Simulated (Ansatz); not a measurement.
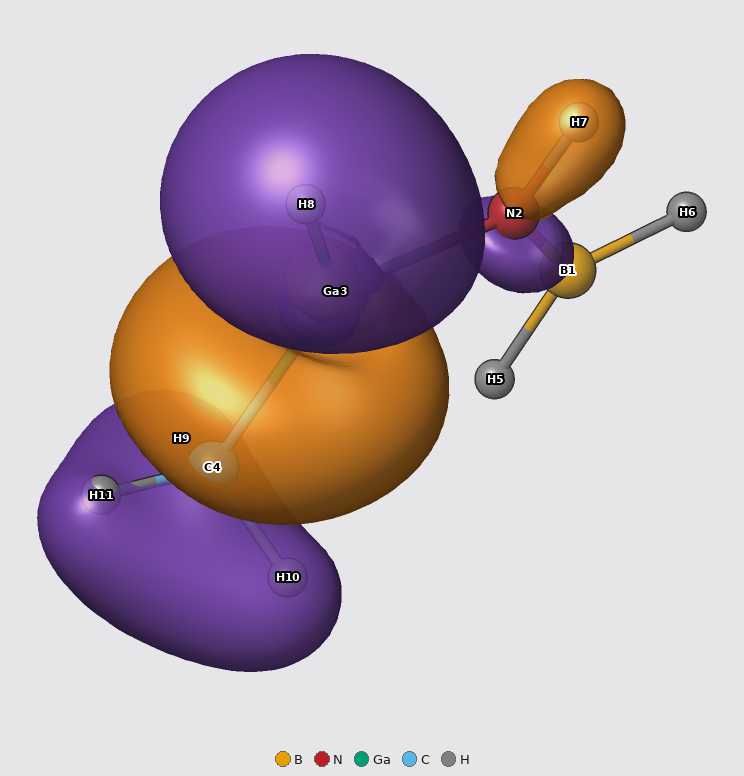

The picture shows: CH7BGaN. The HOMO−1 at ±0.08 Å⁻³ᐟ² (orange and purple are the two phases), seen at an oblique angle.

The calculation used Ansatz, RKS r2SCAN-D4/def2-SVP.

| atom | x (Å) | y (Å) | z (Å) |
| --- | --- | --- | --- |
| B | 0.5892 | 1.3815 | 1.1273 |
| N | 1.0919 | 0.0797 | 0.9706 |
| Ga | 0.4143 | -1.2212 | -0.1815 |
| C | -1.1296 | -0.7367 | -1.2704 |
| H | -0.3775 | 1.7248 | 0.4781 |
| H | 1.1118 | 2.1550 | 1.9018 |
| H | 1.9036 | -0.1669 | 1.5348 |
| H | 1.1946 | -2.5748 | -0.1418 |
| H | -1.9204 | -0.2990 | -0.6416 |
| H | -0.8377 | 0.0347 | -2.0019 |
| H | -1.5408 | -1.5966 | -1.8182 |

Question: Where does this orbital lie, and at what energy?

Answer: Its weight (Hirshfeld) is mainly on C4 (about 35 %), Ga3 (about 30 %) and H8 (about 20 %). Its energy is −7.34 eV.
